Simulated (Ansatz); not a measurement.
**Pressure series in MoS2**

The reference is MoS2 in the 2H-MoS2 type structure (space group P6_3/mmc, No. 194; a = 3.149 Å, c = 12.092 Å; layered, stacked along the Cartesian z axis).

Cell and atoms are relaxed at each pressure.

Calculations: PBE-D3(BJ), PAW, 420 eV (Ansatz, a program for electronic structure; no spin-orbit coupling), earlier PAW set.

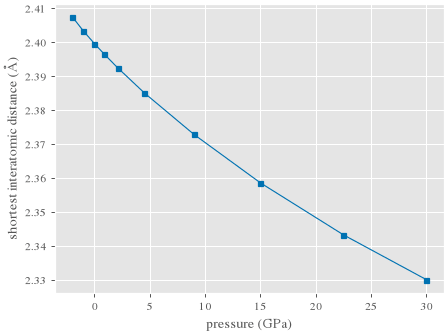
Figure. Shortest interatomic distance against pressure

```tsv
pressure (GPa)	shortest interatomic distance
-2	2.407 Å
-1	2.403 Å
0.9	2.396 Å
2.1	2.392 Å
4.5	2.385 Å
9	2.373 Å
15	2.359 Å
22.5	2.343 Å
30	2.330 Å
```

The mesh was chosen for an insulator and is coarse for the gapless case. Load acts through the strain it causes; cell and atoms are relaxed under it. Stability against distortions was not tested. No other phases were tried under pressure. The final runs are not spin-polarised.
